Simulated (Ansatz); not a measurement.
# The cluster Ga₃+: the relaxed shape and its frontier levels

What does the cluster Ga₃+ look like as a singlet, and where do its frontier electrons sit?

Computed with Ansatz 0.2.0, Gaussian basis. Level: RKS PBE0-D4/def2-TZVP.

Levels to be run: relaxation at PBE-D4/def2-TZVP; a search for the lowest solution at PBE0-D4/def2-SVP; a single point at PBE0-D4/def2-TZVP.

1 further run of the same task is left out (it didn't finish). Runs told in other sessions of the task aren't counted.

## (1) Where the work starts

3 atoms, charge 1, spin multiplicity 1.

Atoms are counted from 1 here; the program's logs count them from 0.

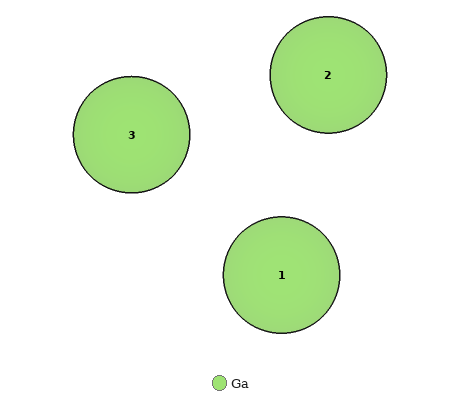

The starting geometry (gallium green); atoms are numbered from 1 in the order of the file.

The ion is computed in the gas phase, without counter-ions or solvent.

The start is a GFN1-xTB geometry.

## (2) Relaxation at PBE-D4/def2-TZVP

Input file in.yaml:

```yaml
crystal:
  periodic: [false, false, false]
  atoms:
    - {symbol: Ga, position_ang: [-1.084090, 0.869800, 0.384710]}
    - {symbol: Ga, position_ang: [1.357060, 0.341740, 0.348960]}
    - {symbol: Ga, position_ang: [-0.272970, -1.211540, -0.733670]}
basis:
  gaussian: {orbitals: def2-TZVP}
total_charge: 1
hamiltonian: {xc: pbe, dispersion: d4}
scf: {lower_state_search: "off"}
output: {orbitals: {seedname: orbitals}}
relax: {f_tol: 0.02, max_steps: 100}
```

Command:

```sh
$ ansatz run in.yaml --threads 4 --pin off --events-out ev --progress --plain --max-ram 3916MiB
```

What it wrote (excerpt; [...] marks lines left out):

```text
Functional definition: PBE
  name "PBE"
  cite "Perdew, Burke & Ernzerhof, Phys. Rev. Lett. 77, 3865 (1996) doi:10.1103/PhysRevLett.77.3865"
  parent pbe
[...]
1104 factors; their error is unknown
[...]
mean field -157103.00753418 eV, -5773.4290386379 hartree, gradient 1.7e-6 eV, S^2 0.000000; 0 other end points of the search recorded, 0 dependent functions left out
[...]
reference -157103.00756639 eV, -5773.4290398217 hartree; 46, 46 occupied and 98, 98 virtual orbitals, 1104 factors
relax step   1: F+E_penalty+E_count = -157103.10187626 eV  Δ(F+E_penalty+E_count) = +0.000e0 eV  max|allowed force component| = 4.221e-1 eV/Å  Δτ_max = 0.0000 Å  (37 SCF iters, accepted)
[...]
relax step   2: F+E_penalty+E_count = -157103.12481242 eV  Δ(F+E_penalty+E_count) = -2.294e-2 eV  max|allowed force component| = 1.630e-1 eV/Å  Δτ_max = 0.0250 Å  (18 SCF iters, accepted)
[...]
relax step   3: F+E_penalty+E_count = -157103.12951448 eV  Δ(F+E_penalty+E_count) = -4.702e-3 eV  max|allowed force component| = 1.505e-3 eV/Å  Δτ_max = 0.0188 Å  (19 SCF iters, accepted)
Total energy: -157103.12954688 eV, -5773.4335225221 hartree
Atom 0 at    -1.117107     0.896176     0.396360 Å, force     0.001323    -0.001002    -0.000435 eV/Å
Atom 1 at     1.398252     0.351958     0.359462 Å, force    -0.001505    -0.000243    -0.000308 eV/Å
Atom 2 at    -0.281145    -1.248135    -0.755823 Å, force     0.000182     0.001245     0.000743 eV/Å
Dipole moment:     0.000006     0.000004     0.000003 e Å
Checks for a lower state left out: stability, starts, cluster_reference, orbital_swaps, neighbouring_geometries, increment
```

It took 3.1 s on 4 threads of Arm Neoverse V1, shared host.

The steps of the relaxation:

```
step  energy from step 1 (eV)  largest force component (eV/Å)
   1                   0.0000                          0.4221
   2                  -0.0229                          0.1630
   3                  -0.0276                          0.0015
```

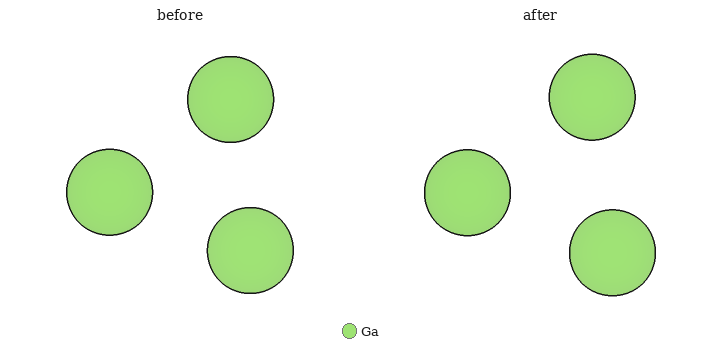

The geometry before (left) and after (right).

Distances of close pairs at the start and the end, largest changes first:

```
   bond  before (Å)  after (Å)  change (Å)
Ga1–Ga2       2.498      2.574      +0.076
Ga1–Ga3       2.498      2.574      +0.076
Ga2–Ga3       2.498      2.574      +0.075
```

Bonds by kind at the end (by distance):

```
 bond  count  shortest (Å)  longest (Å)
Ga–Ga      3         2.574        2.574
```

## (3) Searching for the lowest solution, PBE0-D4/def2-SVP

start.molden holds the orbitals of an earlier run on this state, given as this run's starting guess.

Input file in.yaml:

```yaml
crystal:
  periodic: [false, false, false]
  atoms:
    - {symbol: Ga, position_ang: [-1.117107, 0.896176, 0.396360]}
    - {symbol: Ga, position_ang: [1.398252, 0.351958, 0.359462]}
    - {symbol: Ga, position_ang: [-0.281145, -1.248135, -0.755823]}
basis:
  gaussian: {orbitals: def2-SVP, initial_orbitals: start.molden}
total_charge: 1
hamiltonian: {xc: pbe0, dispersion: d4}
output: {orbitals: {seedname: orbitals}}
```

The command is unchanged.

What it wrote (excerpt; [...] marks lines left out):

```text
Functional definition: PBE0
  name "PBE0"
  cite "Adamo & Barone, J. Chem. Phys. 110, 6158 (1999) doi:10.1063/1.478522"
  cite "Perdew, Burke & Ernzerhof, Phys. Rev. Lett. 77, 3865 (1996) doi:10.1103/PhysRevLett.77.3865"
  parent pbe
[...]
957 factors; integrals over basis functions are off by at most 6.0e-4 eV
[...]
mean field -157085.53016111 eV, -5772.7867570240 hartree, gradient 1.4e-5 eV, S^2 0.000000; 6 other end points of the search recorded, 0 dependent functions left out
reference -157085.53018511 eV, -5772.7867579063 hartree; 46, 46 occupied and 50, 50 virtual orbitals, 957 factors
Total energy: -157085.61005212 eV, -5772.7896929645 hartree
```

Wall time 3 s (4 threads of Arm Neoverse V1, shared host).

Report: HOMO -9.81 eV, LUMO -8.56 eV.

## (4) Single point, PBE0-D4/def2-TZVP

in.yaml: that of step 3 with these lines changed.

```diff
@@ -7,5 +7,6 @@
 basis:
-  gaussian: {orbitals: def2-SVP, initial_orbitals: start.molden}
+  gaussian: {orbitals: def2-TZVP, initial_orbitals: start.molden}
 total_charge: 1
 hamiltonian: {xc: pbe0, dispersion: d4}
+scf: {omitted_lower_state_checks: [starts]}
 output: {orbitals: {seedname: orbitals}}
```

Same command.

What it wrote:

```text
Functional definition: PBE0
  name "PBE0"
  cite "Adamo & Barone, J. Chem. Phys. 110, 6158 (1999) doi:10.1063/1.478522"
  cite "Perdew, Burke & Ernzerhof, Phys. Rev. Lett. 77, 3865 (1996) doi:10.1103/PhysRevLett.77.3865"
  parent pbe
  parameter a = 0.25
  parameter kappa = 0.804
  parameter beta = 0.06672455060314922
  exchange = (1 - a)*pbe_x(kappa = kappa, mu = beta*pi^2/3) + a*exact_x
  correlation = pbe_c(beta = beta)
these checks for a lower state are left out or cut short: starts
1239 factors; their error is unknown
mean field evaluation 1: about -157104.0504 eV, gradient 1.7e2 eV
mean field evaluation 2: about -157105.1590 eV, gradient 1.9e0 eV
mean field evaluation 4: about -157105.7371 eV, gradient 1.9e-1 eV
mean field evaluation 8: about -157105.7372 eV, gradient 4.8e-5 eV
mean field -157105.73716642 eV, -5773.5293507725 hartree, gradient 8.8e-6 eV, S^2 0.000000; 0 other end points of the search recorded, 0 dependent functions left out
reference -157105.73719072 eV, -5773.5293516656 hartree; 46, 46 occupied and 98, 98 virtual orbitals, 1239 factors
Total energy: -157105.81705772 eV, -5773.5322867237 hartree
Checks for a lower state left out: starts
```

Wall time 2.3 s (4 threads of Arm Neoverse V1, shared host).

Report: HOMO -9.78 eV, LUMO -8.48 eV.

Mulliken charges, from this run's orbitals:

```
atom  value (e)
 Ga1       0.33
 Ga2       0.33
 Ga3       0.33
```

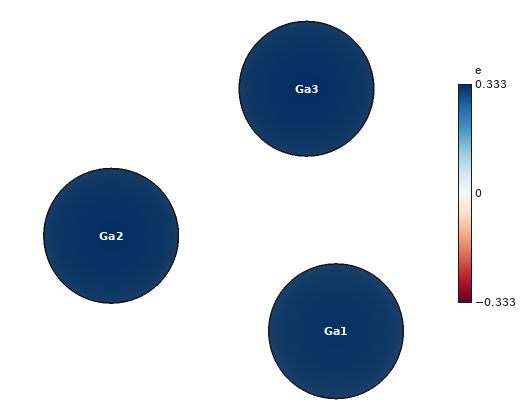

Mulliken charges, from this run's orbitals, as colours on the atoms.

Largest Mayer bond orders: Ga1–Ga2 0.87; Ga1–Ga3 0.87; Ga2–Ga3 0.87.

## (5) Outcome

```
                       quantity                            value
                    point group                              D3h
                 commonest bond  Ga–Ga, 3 of mean length 2.574 Å
HOMO, LUMO at PBE0-D4/def2-TZVP                  -9.78, -8.48 eV
```

In words: The molecule keeps its bonding pattern by the stored test; the atoms moved 0.04 Å (rms). No usable vibrations, so a minimum isn't proven. Whether this spin is the lowest isn't tested here.
